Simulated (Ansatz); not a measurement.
# singlet NO+ at 6 levels

We compute a comparison of 6 runs (BHLYP/STO-3G, BLYP/STO-3G, PBE/STO-3G, r2SCAN0/STO-3G, wB97M-V/STO-3G, CCSD/STO-3G) of singlet NO+. 

Program for the calculation: Ansatz 0.2.0.

43 further runs of the same task are left out: 3 that didn't finish, 40 set aside as unsound or not needed.

## (1) The molecule

NO+: 2 atoms, total charge +1, spin state singlet. SMILES of the parent species: `[N]=O`. The shape is that of a GFN2-xTB optimisation. That shape belongs to the parent species and isn't relaxed for this state.

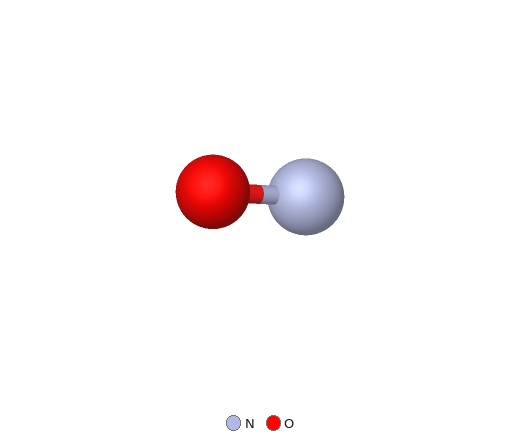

The structure, seen from a chosen angle (nitrogen light blue, oxygen red).

## (2) The energy at BHLYP/STO-3G (run 1)

Input file in.yaml:

```yaml
crystal:
  periodic: [false, false, false]
  atoms:
    - symbol: N
      position_ang: [-0.490230, 0.179450, -0.247330]
    - symbol: O
      position_ang: [0.490230, -0.179450, 0.247330]
basis:
  gaussian:
    orbitals: STO-3G
total_charge: 1
hamiltonian:
  xc: {name: BHLYP}
accuracy: high
```

On the command line:

```sh
$ ansatz run in.yaml --threads 1 --pin off --max-ram 2610MiB --events-out events.jsonl --progress --plain --runs-dir runs
```

Standard output:

```text
Warning: RAYON_NUM_THREADS=1 ignored (pool sized by the plan → 1); use --threads N
Functional definition: BHLYP
  name "BHLYP"
  parameter a = 0.5
  exchange = (1 - a)*b88_x + a*exact_x
  correlation = lyp_c
149 factors; integrals over basis functions are off by at most 2.3e-8 eV
mean field evaluation 1: about -3474.0952 eV, gradient 2.7e1 eV
mean field evaluation 2: about -3467.1501 eV, gradient 6.5e1 eV
mean field evaluation 4: about -3475.8026 eV, gradient 1.6e-1 eV
mean field evaluation 8: about -3475.7787 eV, gradient 1.8e-3 eV
mean field evaluation 16: about -3475.7787 eV, gradient 5.9e-9 eV
mean field -3475.77868291 eV, -127.7325106296 hartree, gradient 5.9e-9 eV, S^2 0.000000; 0 other end points of the search recorded, 0 dependent functions left out
reference -3475.77869261 eV, -127.7325109861 hartree; 7, 7 occupied and 3, 3 virtual orbitals, 149 factors
Total energy: -3475.77869261 eV, -127.7325109861 hartree
```

It took 0.35 s on 1 thread of Arm Neoverse V1, shared host.

## (3) The energy at BLYP/STO-3G (run 2)

Input file run.yaml:

```yaml
crystal:
  periodic: [false, false, false]
  atoms:
    - {symbol: N, position_ang: [-0.490230, 0.179450, -0.247330]}
    - {symbol: O, position_ang: [0.490230, -0.179450, 0.247330]}
basis:
  gaussian:
    orbitals: STO-3G
total_charge: 1
hamiltonian:
  xc: {name: BLYP}
accuracy: high
```

On the command line:

```sh
$ ansatz run run.yaml --threads 1 --pin off --max-ram 2610MiB --events-out events.jsonl --progress --plain --runs-dir runs
```

Standard output:

```text
Warning: RAYON_NUM_THREADS=1 ignored (pool sized by the plan → 1); use --threads N
Functional definition: BLYP
  name "BLYP"
  parameter beta = 0.0042
  parameter a = 0.04918
  parameter b = 0.132
  parameter c = 0.2533
  parameter d = 0.349
  exchange = b88_x(beta = beta)
  correlation = lyp_c(a = a, b = b, c = c, d = d)
149 factors; integrals over basis functions are off by at most 2.3e-8 eV
mean field evaluation 1: about -3475.8541 eV, gradient 2.3e1 eV
mean field evaluation 2: about -3454.6101 eV, gradient 1.0e2 eV
mean field evaluation 4: about -3477.1034 eV, gradient 6.3e-1 eV
mean field evaluation 8: about -3477.0475 eV, gradient 9.2e-3 eV
mean field evaluation 16: about -3477.0475 eV, gradient 1.5e-8 eV
mean field -3477.04746111 eV, -127.7791373684 hartree, gradient 1.5e-8 eV, S^2 0.000000; 0 other end points of the search recorded, 0 dependent functions left out
reference -3477.04748048 eV, -127.7791380801 hartree; 7, 7 occupied and 3, 3 virtual orbitals, 149 factors
Total energy: -3477.04748048 eV, -127.7791380801 hartree
```

Wall time 0.37 s (1 thread of Arm Neoverse V1, shared host).

Runs 3 to 5 aren't shown in full; the table further down has their settings and results.

## (4) The energy at CCSD/STO-3G (run 6)

Input file in.yaml:

```yaml
crystal:
  periodic: [false, false, false]
  atoms:
    - {symbol: "N", position_ang: [-0.490230, 0.179450, -0.247330]}
    - {symbol: O, position_ang: [0.490230, -0.179450, 0.247330]}
basis:
  gaussian:
    orbitals: STO-3G
total_charge: 1
correlation:
  method: ccsd
  frozen_orbitals: {"N": 1, O: 1}
accuracy: high
scf:
  omitted_lower_state_checks: [cluster_reference, increment]
```

On the command line:

```sh
$ ansatz run in.yaml --threads 1 --pin off --max-ram 2610MiB --events-out events.jsonl --progress --plain --runs-dir runs
```

Standard output, shortened:

```text
Warning: RAYON_NUM_THREADS=1 ignored (pool sized by the plan → 1); use --threads N
Functional definition: HF
  name "HF"
[...]
149 factors; integrals over basis functions are off by at most 2.3e-8 eV
[...]
mean field -3461.36362075 eV, -127.2027668660 hartree, gradient 4.8e-8 eV, S^2 0.000000; 0 other end points of the search recorded, 0 dependent functions left out; unrestricted orbitals would lower it
2 core orbitals not correlated: weight in the atoms' cores, before any rotation towards them, 1.000 or more for the frozen orbitals, at most 0.000 for the correlated occupied ones
reference -3461.36362075 eV, -127.2027668660 hartree; 5, 5 occupied and 3, 3 virtual orbitals, 149 factors
second order -5.67941519 eV of doubles, -0.00000000 eV of singles
cycle   1  -4.80202973 eV  change    8.8e-1 eV  update   1.2e-1
[...]
cycle  17  -5.25592921 eV  change   1.9e-10 eV  update  8.5e-10
Total energy: -3466.61954996 eV, -127.3959187019 hartree
Checks for a lower state left out: cluster_reference, increment
```

It took 0.14 s on 1 thread of Arm Neoverse V1, shared host.

## (5) The series

| run | level | frozen core orbitals | energy (Eh) | wall time |
| --- | --- | --- | --- | --- |
| 1 | BHLYP/STO-3G | – | -127.732511 | 0.35 s |
| 2 | BLYP/STO-3G | – | -127.779138 | 0.37 s |
| 3 | PBE/STO-3G | – | -127.683675 | 0.36 s |
| 4 | r2SCAN0/STO-3G | – | -127.738583 | 0.95 s |
| 5 | wB97M-V/STO-3G | – | -127.822024 | 3.9 s |
| 6 | CCSD/STO-3G | 2 | -127.395919 | 0.14 s |

## (6) Outcome

```
                                          quantity          value
                               run 6: total energy  -127.39592 Eh
run 6: correlation energy (2 core orbitals frozen)     -193.2 mEh
                              run 6: T1 diagnostic          0.020
```

**Reading.** Totals of different functionals can't be ranked against each other. In run 6 the log says that unrestricted orbitals would lower the reference, so the values rest on an unstable closed-shell determinant (other closed-shell runs at this shape may share the fault). In runs 1, 2, 3, 4, 5, 6 the basis is minimal, so the values are rough. All runs together took 6.1 s, the longest 3.9 s.
